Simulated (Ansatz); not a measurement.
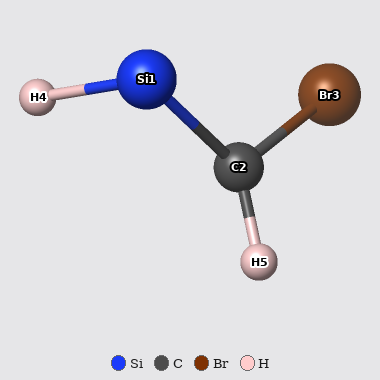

The system is CH2BrSi, SMILES [SiH+]=CBr, charge +1; the picture shows the reference structure. Coordinates scanned: (1) bond length Si1–H4; (2) angle H4–Si1–C2. Nothing is relaxed (all other coordinates rigid). Grid: 15 × 15 points. Points are written as (first, second). Energies: kJ/mol, counted from the lowest grid point. Computed with RKS B3LYP-D4/def2-TZVP in Ansatz.

Its coordinates:

```xyz
5

Si   -0.6698    1.2234   -0.3402
C     0.2662   -0.1738    0.4022
Br    1.8721   -0.6878   -0.2756
H    -1.5111    0.2682   -1.1549
H     0.0426   -0.6300    1.3685
```

Range: bond length Si1–H4 from 1.330 to 1.889 Å; angle H4–Si1–C2 from 66.2 to 116.2°.

**What will the energy surface look like?**

The lowest grid point is at (1.530 Å, 91.2°). No other kind of well shows on this grid. The highest grid point, (1.889 Å, 116.2°), lies 84.5 kJ/mol above the lowest. Round the minimum the valley is somewhat tilted: raising bond length Si1–H4 shifts the best value of angle H4–Si1–C2 downwards (coupling k₁₂/√(k₁₁k₂₂) about 0.2).

| angle H4–Si1–C2 ↓, bond length Si1–H4 → | 1.330 | 1.370 | 1.410 | 1.450 | 1.490 | 1.530 | 1.570 | 1.610 | 1.650 | 1.689 | 1.729 | 1.769 | 1.809 | 1.849 | 1.889 |
| --- | --- | --- | --- | --- | --- | --- | --- | --- | --- | --- | --- | --- | --- | --- | --- |
| 116.2 | 42.3 | 29.3 | 20.9 | 16.1 | 14.6 | 15.6 | 18.7 | 23.7 | 30.1 | 37.4 | 45.9 | 55.0 | 64.5 | 74.3 | 84.5 |
| 112.6 | 38.7 | 25.7 | 17.2 | 12.3 | 10.7 | 11.6 | 14.7 | 19.5 | 25.9 | 33.2 | 41.5 | 50.6 | 60.0 | 69.8 | 80.0 |
| 109.0 | 35.9 | 22.7 | 14.0 | 9.1 | 7.3 | 8.1 | 11.1 | 15.9 | 22.1 | 29.4 | 37.6 | 46.6 | 56.0 | 65.7 | 75.8 |
| 105.5 | 33.7 | 20.4 | 11.6 | 6.6 | 4.7 | 5.4 | 8.2 | 12.9 | 19.0 | 26.1 | 34.3 | 43.2 | 52.5 | 62.1 | 72.1 |
| 101.9 | 32.2 | 18.8 | 9.8 | 4.6 | 2.5 | 3.1 | 5.8 | 10.3 | 16.3 | 23.3 | 31.4 | 40.1 | 49.3 | 58.8 | 68.8 |
| 98.3 | 31.5 | 17.8 | 8.7 | 3.3 | 1.1 | 1.4 | 4.0 | 8.3 | 14.2 | 21.0 | 28.9 | 37.5 | 46.5 | 55.9 | 65.7 |
| 94.8 | 31.5 | 17.7 | 8.3 | 2.7 | 0.3 | 0.4 | 2.8 | 6.9 | 12.6 | 19.2 | 26.9 | 35.3 | 44.2 | 53.4 | 63.1 |
| 91.2 | 32.4 | 18.3 | 8.7 | 2.8 | 0.1 | 0.0 | 2.1 | 6.0 | 11.4 | 17.8 | 25.3 | 33.5 | 42.1 | 51.1 | 60.6 |
| 87.6 | 34.0 | 19.7 | 9.7 | 3.6 | 0.6 | 0.2 | 2.0 | 5.6 | 10.7 | 16.8 | 24.0 | 31.9 | 40.3 | 49.1 | 58.3 |
| 84.0 | 36.6 | 21.8 | 11.5 | 5.0 | 1.6 | 0.9 | 2.3 | 5.5 | 10.3 | 16.1 | 23.0 | 30.6 | 38.7 | 47.2 | 56.2 |
| 80.5 | 39.7 | 24.6 | 13.9 | 6.9 | 3.1 | 2.0 | 3.0 | 5.8 | 10.2 | 15.7 | 22.2 | 29.5 | 37.2 | 45.4 | 54.0 |
| 76.9 | 43.7 | 28.0 | 16.8 | 9.4 | 5.1 | 3.4 | 3.9 | 6.3 | 10.2 | 15.2 | 21.3 | 28.2 | 35.5 | 43.3 | 51.6 |
| 73.3 | 48.2 | 32.0 | 20.2 | 12.1 | 7.2 | 5.0 | 4.9 | 6.8 | 10.1 | 14.6 | 20.2 | 26.6 | 33.5 | 40.8 | 48.7 |
| 69.8 | 52.9 | 36.0 | 23.6 | 14.8 | 9.3 | 6.3 | 5.7 | 6.9 | 9.6 | 13.5 | 18.6 | 24.4 | 30.8 | 37.7 | 45.2 |
| 66.2 | 57.9 | 40.2 | 26.9 | 17.4 | 11.0 | 7.3 | 5.8 | 6.3 | 8.3 | 11.6 | 16.0 | 21.2 | 27.0 | 33.4 | 40.4 |

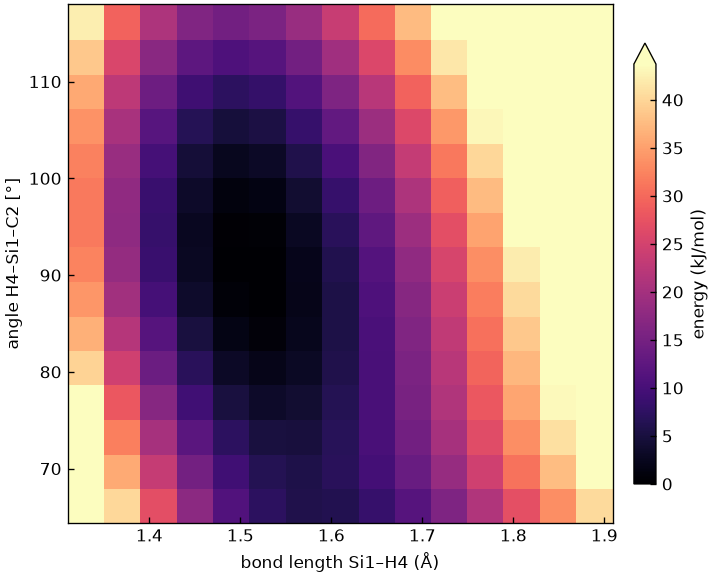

Drawn: one coloured cell a grid point, one colour for all values above the top of the scale.

The whole map (225 points run) took 19 min on 1 thread of Arm Neoverse V2, on a shared host.
